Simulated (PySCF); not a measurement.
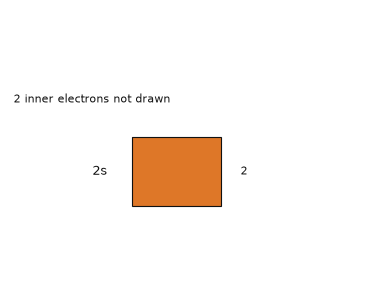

The outer shells of the nominal configuration: a box for each of the 2l + 1 orbitals, shaded by the share of the shell that is filled, with the electron count at the right.

Atomic calculation, with input and output: Li⁻

System: Li⁻, configuration 1s2 2s2, multiplicity 1.
Method: unrestricted HF, def2-QZVPPD, non-relativistic, point nucleus (PySCF).

## Results in brief

- outcome: converged
- total energy: −7.425282 hartree
- kinetic energy: 7.444483 hartree
- −E/T (1 by the virial theorem at the basis-set limit): 0.9974
- static polarisability: 494 bohr³
- C₆ of the like pair: 10700 hartree bohr⁶
- SCF iterations: 1
- hardware: 1 CPU thread, shared host

## Input file
```python
from pyscf import gto, scf, dft, mp, cc
import basis_set_exchange as bse
mol = gto.M(atom="Li 0 0 0", charge=-1, spin=0, symmetry="D2h",
            basis=gto.basis.parse(bse.get_basis("def2-QZVPPD", elements=["Li"], fmt="nwchem")))
mf = scf.UHF(mol)
mf.irrep_nelec = {'Ag': (2, 2)}
mf.kernel()
```

The script is an equivalent of what the driver set up; the driver started from orbitals of its own, so the log can be shorter than this script's would be, and it computed the properties (radii, ⟨L²⟩, response) afterwards. It held the occupations shell by shell, which the script's counts by irreducible representation don't always enforce.

## Log (extracts)
```
damping factor = 0
level_shift factor = 0
DIIS = <class 'pyscf.scf.diis.CDIIS'>
diis_start_cycle = 1
diis_space = 10
diis_damp = 0
SCF conv_tol = 1e-09
SCF conv_tol_grad = None
number electrons alpha = 2  beta = 2
cycle= 1 E= -7.42528222833762  delta_E= -2.39e-11  |g|= 8.82e-07  |ddm|= 8.36e-05
converged SCF energy = -7.42528222833762  <S^2> = -1.7763568e-15  2S+1 = 1
```

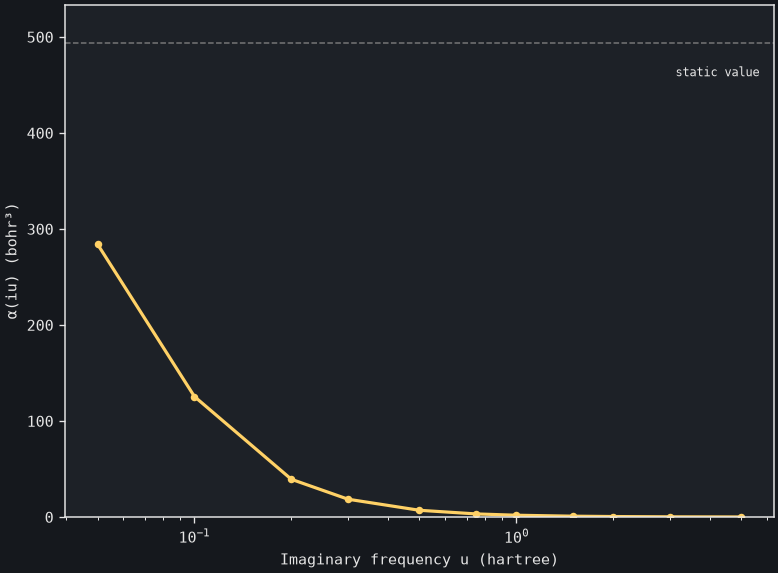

Dipole polarisability at imaginary frequency of Li⁻ ([He] 2s²). Coupled response at the HF level; PySCF, def2-QZVPPD, non-relativistic, unrestricted single determinants, no spin-orbit coupling. The static dipole polarisability is 494 bohr³; α(iu) falls to half of it near u = 0.059 hartree. The Casimir–Polder integral gives C₆ = 1.07×10⁴ hartree bohr⁶ for two such species.

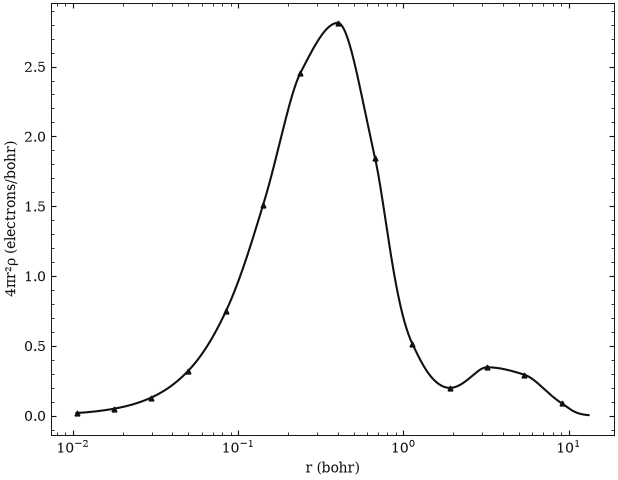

Spherically averaged radial density 4πr²ρ of the mean field; markers are the stored points, which are sparse, and the line is a monotone interpolation between them. The largest stored value is 2.81 electrons/bohr at r = 0.40 bohr. Root-mean-square radii of the shells: 1s 0.668, 2s 5.68 bohr.
